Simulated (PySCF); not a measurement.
# [Ce(H2O)2]3+: other functionals and bases at one geometry

Aim: see how levels, charges and forces of [Ce(H2O)2]3+ depend on the level of theory. It is a constructed species; whether it can be made isn't addressed.

Program: PySCF 2.14.0. Level of theory: several levels, as the steps say, no spin–orbit coupling. These are calculated values, not measurements.

4 further runs of the same task are left out: 2 for a known fault of the program, 2 that didn't finish.

## (1) Starting geometry

7 atoms, charge 3, spin multiplicity 1.

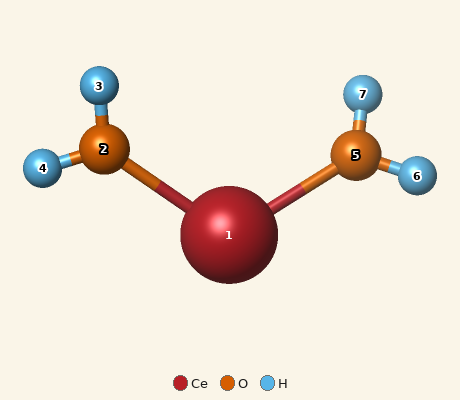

The geometry (cerium red, oxygen orange, hydrogen blue); atoms are numbered from 1 in the order of the file.

As a file:

```
Ce    0.0128   -1.0894    0.0004
O    -0.0830    0.1791    1.9671
H     0.1087    1.1411    2.1080
H    -0.3139   -0.1307    2.8801
O     0.0620    0.1822   -1.9665
H     0.3230   -0.1167   -2.8751
H    -0.1855    1.1305   -2.1142
```

Formal oxidation states: Ce +3. Each metal's 1 4f electrons lie in its core potential, so multiplicities, spins and levels count the valence alone. An earlier session relaxed this geometry at PBE0, Ce lcecp-1-SVP with ECP47, O def2-SVP, H def2-SVP (singlet, point group C1).

At PBE0 on the finer grid: E = -183.653258 Eh, HOMO -25.89 eV, LUMO -18.20 eV, Mulliken charge on Ce1 +2.31 e, largest force component 0.019 eV/Å. 

Levels to run: PBE; revPBE; M06-L; B3LYP; PBE0, TZVP. Hardware: 2 threads of Arm Neoverse V1, shared host.

## (2) PBE

run.py (the lines that set the calculation) reads:

```python
mol = gto.M(atom='''
Ce     0.01280    -1.08943     0.00045
O     -0.08304     0.17911     1.96713
H      0.10873     1.14110     2.10800
H     -0.31388    -0.13072     2.88015
O      0.06201     0.18215    -1.96647
H      0.32300    -0.11667    -2.87508
H     -0.18545     1.13051    -2.11417''',
    basis={'Ce': 'lcecp-1-SVP', 'O': 'def2-SVP', 'H': 'def2-SVP'},
    ecp={'Ce': 'lcecp-1-SVP'},
    charge=3, spin=0)
mf = dft.RKS(mol, xc='PBE')
mf.grids.atom_grid = (75, 302)  # f atoms: unpruned, at least (60, 302)
mf = mf.density_fit()  # fitting sets: Ce AutoAux, O def2-universal-JKFIT, H def2-universal-JKFIT
mf.conv_tol = 1e-08; mf.max_cycle = 55
mf.kernel(dm0)  # dm0: the density of the relaxed state
```

On the command line:

```bash
OMP_NUM_THREADS=2 python run.py
```

Output:

```text
init E= -183.663178012713
  HOMO = -0.878394252131071  LUMO = -0.708569816854386  gap/eV = 4.62116
cycle= 1 E= -183.664106280511  delta_E= -0.000928  |g|= 0.0735  |ddm|= 0.216
  HOMO = -0.903917106367039  LUMO = -0.695873443825533  gap/eV = 5.66116
cycle= 2 E= -183.659614305581  delta_E= 0.00449  |g|= 0.168  |ddm|= 0.207
  HOMO = -0.887883840053303  LUMO = -0.700113019094511  gap/eV = 5.10950
cycle= 3 E= -183.665566937813  delta_E= -0.00595  |g|= 0.0111  |ddm|= 0.114
  HOMO = -0.887328076034917  LUMO = -0.702525500426768  gap/eV = 5.02873
cycle= 4 E= -183.665617230786  delta_E= -5.03e-05  |g|= 0.0014  |ddm|= 0.0183
  HOMO = -0.887146788798814  LUMO = -0.70254886552034  gap/eV = 5.02317
cycle= 5 E= -183.665617645169  delta_E= -4.14e-07  |g|= 0.000105  |ddm|= 0.00116
  HOMO = -0.887138958760071  LUMO = -0.702538243579847  gap/eV = 5.02324
cycle= 6 E= -183.665617647472  delta_E= -2.3e-09  |g|= 2.03e-05  |ddm|= 0.000132
  HOMO = -0.887139673419285  LUMO = -0.702536750802184  gap/eV = 5.02330
Extra cycle  E= -183.665617647461  delta_E= 1.01e-11  |g|= 2.38e-05  |ddm|= 4.46e-05
converged SCF energy = -183.665617647461
```

Run time: 3.8 s. Hardware: 2 threads of Arm Neoverse V1, shared host.

Result: E = -183.665618 Eh, HOMO -24.14 eV, LUMO -19.12 eV, Mulliken charge on Ce1 +2.21 e, largest force component 0.471 eV/Å. 

## (3) revPBE

run.py (the lines that set the calculation), as its differences from that of step 2:

```diff
@@ -11,3 +11,3 @@
     charge=3, spin=0)
-mf = dft.RKS(mol, xc='PBE')
+mf = dft.RKS(mol, xc='PBE_R,PBE')
 mf.grids.atom_grid = (75, 302)  # f atoms: unpruned, at least (60, 302)
```

On the command line:

```bash
OMP_NUM_THREADS=2 python run.py
```

Output:

```text
init E= -183.807791915291
  HOMO = -0.876521821888478  LUMO = -0.706266400352995  gap/eV = 4.63289
cycle= 1 E= -183.808558002735  delta_E= -0.000766  |g|= 0.0775  |ddm|= 0.221
  HOMO = -0.902814573615651  LUMO = -0.693873321679423  gap/eV = 5.68558
cycle= 2 E= -183.803775039208  delta_E= 0.00478  |g|= 0.174  |ddm|= 0.209
  HOMO = -0.885872850382627  LUMO = -0.697998616070359  gap/eV = 5.11232
cycle= 3 E= -183.810090323621  delta_E= -0.00632  |g|= 0.00973  |ddm|= 0.117
  HOMO = -0.885315423666525  LUMO = -0.700198690757814  gap/eV = 5.03728
cycle= 4 E= -183.810128614952  delta_E= -3.83e-05  |g|= 0.00108  |ddm|= 0.0167
  HOMO = -0.885197544620185  LUMO = -0.700174795600374  gap/eV = 5.03473
cycle= 5 E= -183.810128842448  delta_E= -2.27e-07  |g|= 9.86e-05  |ddm|= 0.000794
  HOMO = -0.885189326460358  LUMO = -0.700165447675104  gap/eV = 5.03476
cycle= 6 E= -183.810128844275  delta_E= -1.83e-09  |g|= 1.68e-05  |ddm|= 0.000105
  HOMO = -0.88518949304825  LUMO = -0.700164832692952  gap/eV = 5.03478
Extra cycle  E= -183.810128844258  delta_E= 1.71e-11  |g|= 2.08e-05  |ddm|= 3.66e-05
converged SCF energy = -183.810128844258
```

It took 3.6 s on 2 threads of Arm Neoverse V1, shared host.

It gives: E = -183.810129 Eh, HOMO -24.09 eV, LUMO -19.05 eV, Mulliken charge on Ce1 +2.22 e, largest force component 0.445 eV/Å. 

## (4) M06-L

run.py (the lines that set the calculation), as its differences from that of step 3:

```diff
@@ -11,3 +11,3 @@
     charge=3, spin=0)
-mf = dft.RKS(mol, xc='PBE_R,PBE')
+mf = dft.RKS(mol, xc='M06L')
 mf.grids.atom_grid = (75, 302)  # f atoms: unpruned, at least (60, 302)
```

On the command line:

```bash
OMP_NUM_THREADS=2 python run.py
```

Output:

```text
init E= -183.807020003793
  HOMO = -0.900353210560722  LUMO = -0.682812466838048  gap/eV = 5.91959
cycle= 1 E= -183.80957955439  delta_E= -0.00256  |g|= 0.0115  |ddm|= 0.17
  HOMO = -0.895707072043492  LUMO = -0.680718025619244  gap/eV = 5.85015
cycle= 2 E= -183.80955380519  delta_E= 2.57e-05  |g|= 0.0164  |ddm|= 0.0178
  HOMO = -0.89780164529368  LUMO = -0.680609423656048  gap/eV = 5.91010
cycle= 3 E= -183.809604787792  delta_E= -5.1e-05  |g|= 0.00236  |ddm|= 0.0117
  HOMO = -0.897566505729201  LUMO = -0.680800488003016  gap/eV = 5.89850
cycle= 4 E= -183.809605954416  delta_E= -1.17e-06  |g|= 0.000269  |ddm|= 0.00236
  HOMO = -0.897591327727663  LUMO = -0.68077086158919  gap/eV = 5.89999
cycle= 5 E= -183.809605977438  delta_E= -2.3e-08  |g|= 4.25e-05  |ddm|= 0.000417
  HOMO = -0.897587516717487  LUMO = -0.680764967049077  gap/eV = 5.90004
cycle= 6 E= -183.809605977939  delta_E= -5.01e-10  |g|= 8.46e-06  |ddm|= 5.44e-05
  HOMO = -0.897585630271462  LUMO = -0.680767812033021  gap/eV = 5.89991
Extra cycle  E= -183.809605977926  delta_E= 1.33e-11  |g|= 1.32e-05  |ddm|= 2.32e-05
converged SCF energy = -183.809605977926
```

Wall time 5.5 s (2 threads of Arm Neoverse V1, shared host).

Result: E = -183.809606 Eh, HOMO -24.42 eV, LUMO -18.52 eV, Mulliken charge on Ce1 +2.35 e, largest force component 0.207 eV/Å. 

## (5) B3LYP

run.py (the lines that set the calculation), as its differences from that of step 4:

```diff
@@ -11,3 +11,3 @@
     charge=3, spin=0)
-mf = dft.RKS(mol, xc='M06L')
+mf = dft.RKS(mol, xc='B3LYP')
 mf.grids.atom_grid = (75, 302)  # f atoms: unpruned, at least (60, 302)
```

On the command line:

```bash
OMP_NUM_THREADS=2 python run.py
```

Output:

```text
init E= -183.828197640613
  HOMO = -0.94073691363789  LUMO = -0.679673337141134  gap/eV = 7.10390
cycle= 1 E= -183.828722620065  delta_E= -0.000525  |g|= 0.0271  |ddm|= 0.0741
  HOMO = -0.934831847970712  LUMO = -0.679081126860262  gap/eV = 6.95933
cycle= 2 E= -183.828509929307  delta_E= 0.000213  |g|= 0.0432  |ddm|= 0.0399
  HOMO = -0.939969682714189  LUMO = -0.678968788815336  gap/eV = 7.10220
cycle= 3 E= -183.828850864966  delta_E= -0.000341  |g|= 0.00173  |ddm|= 0.0264
  HOMO = -0.93976999726495  LUMO = -0.679317529069291  gap/eV = 7.08727
cycle= 4 E= -183.828851752603  delta_E= -8.88e-07  |g|= 0.000107  |ddm|= 0.00237
  HOMO = -0.93977174070268  LUMO = -0.679324754281922  gap/eV = 7.08712
cycle= 5 E= -183.828851755855  delta_E= -3.25e-09  |g|= 3.89e-05  |ddm|= 0.000159
  HOMO = -0.939777806064057  LUMO = -0.679314931227432  gap/eV = 7.08756
Extra cycle  E= -183.828851755814  delta_E= 4.12e-11  |g|= 4.59e-05  |ddm|= 7.59e-05
converged SCF energy = -183.828851755814
```

It took 3.6 s on 2 threads of Arm Neoverse V1, shared host.

Read off: E = -183.828852 Eh, HOMO -25.57 eV, LUMO -18.49 eV, Mulliken charge on Ce1 +2.28 e, largest force component 0.170 eV/Å. 

## (6) PBE0, TZVP

Basis: Ce lcecp-1-TZVP with ECP47, O def2-TZVP, H def2-TZVP. 

run.py (the lines that set the calculation) reads:

```python
mol = gto.M(atom='''
Ce     0.01280    -1.08943     0.00045
O     -0.08304     0.17911     1.96713
H      0.10873     1.14110     2.10800
H     -0.31388    -0.13072     2.88015
O      0.06201     0.18215    -1.96647
H      0.32300    -0.11667    -2.87508
H     -0.18545     1.13051    -2.11417''',
    basis={'Ce': 'lcecp-1-TZVP', 'O': 'def2-TZVP', 'H': 'def2-TZVP'},
    ecp={'Ce': 'lcecp-1-TZVP'},
    charge=3, spin=0)
mf = dft.RKS(mol, xc='PBE0')
mf.grids.atom_grid = (75, 302)  # f atoms: unpruned, at least (60, 302)
mf = mf.density_fit()  # fitting sets: Ce AutoAux, O def2-universal-JKFIT, H def2-universal-JKFIT
mf.conv_tol = 1e-08; mf.max_cycle = 55
mf.kernel(dm0)  # dm0: free metal ions and neutral atoms
```

On the command line:

```bash
OMP_NUM_THREADS=2 python run.py
```

Output:

```text
init E= -174.313301295893
  HOMO = -1.51011641755297  LUMO = -0.721490087511891  gap/eV = 21.45962
cycle= 1 E= -181.701293888213  delta_E= -7.39  |g|= 3.83  |ddm|= 2.05
  HOMO = -0.684263244738162  LUMO = -0.655477105948821  gap/eV = 0.78331
cycle= 2 E= -170.351326577921  delta_E= 11.3  |g|= 5.92  |ddm|= 3.86
  HOMO = -1.11602203278052  LUMO = -0.608782593117685  gap/eV = 13.80269
cycle= 3 E= -183.474591042115  delta_E= -13.1  |g|= 1.12  |ddm|= 3.78
  HOMO = -0.961929394484882  LUMO = -0.687077216880131  gap/eV = 7.47911
cycle= 4 E= -183.824474363616  delta_E= -0.35  |g|= 0.237  |ddm|= 1.71
  HOMO = -0.946258889826122  LUMO = -0.668629327188637  gap/eV = 7.55469
cycle= 5 E= -183.834692391677  delta_E= -0.0102  |g|= 0.082  |ddm|= 0.288
  HOMO = -0.949794883204137  LUMO = -0.664567840976878  gap/eV = 7.76142
cycle= 6 E= -183.836154315635  delta_E= -0.00146  |g|= 0.0172  |ddm|= 0.0805
  HOMO = -0.951621558863684  LUMO = -0.665822105568223  gap/eV = 7.77700
cycle= 7 E= -183.836215322076  delta_E= -6.1e-05  |g|= 0.00317  |ddm|= 0.0153
  HOMO = -0.951928171642023  LUMO = -0.665390161780134  gap/eV = 7.79710
cycle= 8 E= -183.836217498002  delta_E= -2.18e-06  |g|= 0.000836  |ddm|= 0.00188
  HOMO = -0.951966019166238  LUMO = -0.665343753624922  gap/eV = 7.79939
cycle= 9 E= -183.836217586417  delta_E= -8.84e-08  |g|= 0.000515  |ddm|= 0.000583
  HOMO = -0.951980650134969  LUMO = -0.665334250333467  gap/eV = 7.80005
cycle= 10 E= -183.836217632021  delta_E= -4.56e-08  |g|= 6.45e-05  |ddm|= 0.000244
  HOMO = -0.951987976221514  LUMO = -0.665337140930863  gap/eV = 7.80017
cycle= 11 E= -183.836217632802  delta_E= -7.81e-10  |g|= 6.26e-06  |ddm|= 3.53e-05
  HOMO = -0.951987338020742  LUMO = -0.665337217690778  gap/eV = 7.80015
Extra cycle  E= -183.836217632807  delta_E= -4.95e-12  |g|= 4.8e-06  |ddm|= 7.34e-06
converged SCF energy = -183.836217632807
```

Wall time 9.9 s (2 threads of Arm Neoverse V1, shared host).

Result: E = -183.836218 Eh, HOMO -25.90 eV, LUMO -18.10 eV, Mulliken charge on Ce1 +2.44 e, largest force component 0.256 eV/Å. 

## (7) Results

| level | state | HOMO (eV) | gap (eV) | charge on Ce1 (e) | dipole (D) | largest force (eV/Å) | basis functions | time |
| --- | --- | --- | --- | --- | --- | --- | --- | --- |
| PBE0 (relaxed here) | singlet | -25.89 | 7.70 | 2.31 | 2.37 | 0.02 | 81 | 8.5 s |
| PBE | singlet | -24.14 | 5.02 | 2.21 | 2.69 | 0.47 | 81 | 3.8 s |
| revPBE | singlet | -24.09 | 5.03 | 2.22 | 2.63 | 0.44 | 81 | 3.6 s |
| M06-L | singlet | -24.42 | 5.90 | 2.35 | 2.28 | 0.21 | 81 | 5.5 s |
| B3LYP | singlet | -25.57 | 7.09 | 2.28 | 2.42 | 0.17 | 81 | 3.6 s |
| PBE0, TZVP | singlet | -25.90 | 7.80 | 2.44 | 2.40 | 0.26 | 133 | 9.9 s |

Times are on 2 threads of Arm Neoverse V1, shared host; the first row also made further properties. The dipole of a charged species depends on the origin, so these sizes hold for this origin alone.

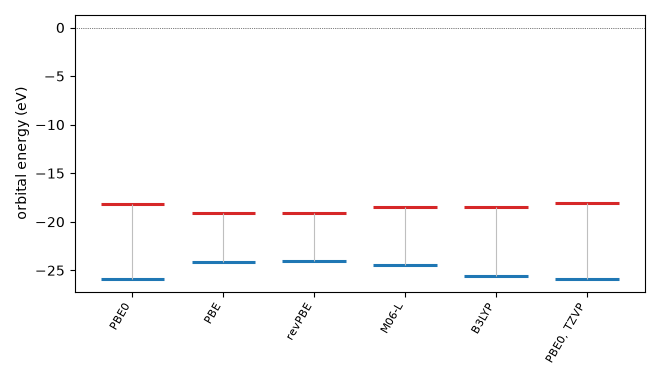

Highest filled and lowest empty level, method by method.

In one basis the HOMO–LUMO gap runs from 5.02 eV (PBE) to 7.70 eV (PBE0). The largest leftover force, 0.47 eV/Å with PBE, stands at a geometry relaxed at another level. The Mulliken charge on Ce spans +2.21 to +2.44 e over the levels. With 4f in the core, its levels are missing from HOMO and gap. Total energies of different levels can't be compared. Spin–orbit coupling is left out throughout.
